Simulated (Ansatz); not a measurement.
Ga2O3: response to strain

Take Ga2O3 in the corundum structure (space group R-3c, No. 167) as the base.

```cif
data_Ga12O18
_chemical_formula_sum 'Ga12 O18'
_space_group_name_H-M_alt 'R-3c :H'
_space_group_IT_number 167
_space_group_name_Hall '-R 3 2"c'
_cell_length_a 5.00034
_cell_length_b 5.00034
_cell_length_c 13.44878
_cell_angle_alpha 90.000
_cell_angle_beta 90.000
_cell_angle_gamma 120.000
loop_
_atom_site_label
_atom_site_type_symbol
_atom_site_symmetry_multiplicity
_atom_site_Wyckoff_symbol
_atom_site_fract_x
_atom_site_fract_y
_atom_site_fract_z
_atom_site_occupancy
Ga1 Ga 12 c 0.00000 0.00000 0.14430 1
O1 O 18 e 0.30279 0.30279 0.25000 1
```
(The calculation used a cell of 10 atoms; values per cell refer to that cell.)

Strains are applied to the cell and any free atomic positions relax.

Computed with PBEsol (Ansatz, a quantum-chemistry and plane-wave program; PAW; 420 eV plane waves; spin-orbit coupling left out).

Notes on the quantities. pressure: mean of the normal stresses, compression positive.

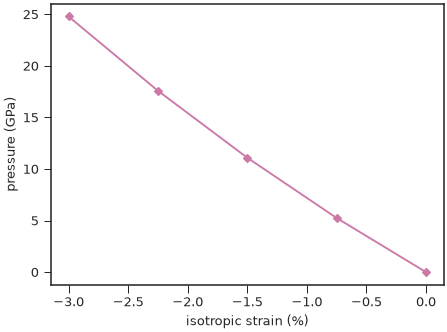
Figure. Pressure against isotropic strain

| isotropic strain (%) | pressure |
|---|---|
| -3 | 24.79 GPa |
| -2.25 | 17.59 GPa |
| -1.5 | 11.10 GPa |
| -0.75 | 5.25 GPa |

Stability against distortions was not tested.
